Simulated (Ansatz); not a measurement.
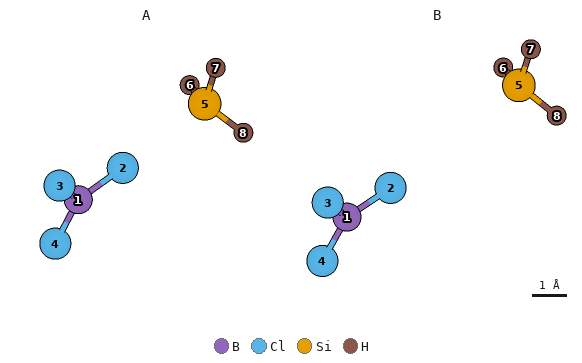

Two geometries of BSiH3Cl3 (multiplicity 2), drawn at one scale. One is the start of a relaxation, the other its converged end. A ball-and-stick model, seen from a free direction.

Theory: UHF/6-31G* (Ansatz 0.2.0). Set-up: collinear spin; force threshold 0.03 eV/Å; at most 50 steps.

### Which of the two is the end point?

Structure B is the relaxed one. The run prepares an end point of a later path (reaction) calculation, from a guessed geometry. The largest moves after the best rigid fit, 0.99 Å, are those of Cl2 and H7. Largest moves by element: Cl 0.99 Å, H 0.99 Å, Si 0.96 Å, B 0.92 Å. Some distances before and after: B1–Cl2 1.815 → 1.745 Å, B1–Cl3 1.738 → 1.745 Å. Over 15 accepted moves (21 points after the start) the energy falls by 0.226 eV. The largest force component goes from 1.8 to 0.022 eV/Å. The line search rejected the trial steps at points 3, 6, 10, 12, 18, 19 of the run. The forces were under the threshold at step 11, but the run went on from there. The run took 46 s on 2 threads of Arm Neoverse V1 (shared host), peak memory 0.28 GiB.

Limits of the set-up: the start holds two separate molecules, 3.3 Å apart at their closest, whose relative position is a soft coordinate and is computed without a dispersion correction; Hartree-Fock leaves out electron correlation.
